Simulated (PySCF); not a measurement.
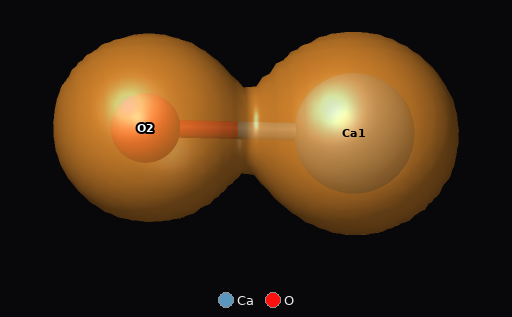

Figure 1: CaO (charge −1, doublet). Isosurface of the electron density at 0.6 e/Å³ (orange), seen from one side.

These are results of PBE0/aug-cc-pVDZ-DK/X2C, spin-free X2C-1e, Gaussian nucleus, at a bond length of 1.887 Å in PySCF 2.14.0, not measurements.

```xyz
2

Ca    0.0000    0.0000   -0.5394
O     0.0000    0.0000    1.3476
```

Q: Which contacts does the surface bridge?

A: At this value the surface is in one piece. It bridges the sampled Ca–O (1.89 Å) contact, where the density stays above the isovalue. On the grid the lowest density along these lines, outside the cores, is 0.85 e/Å³ (Ca–O, 1.89 Å).
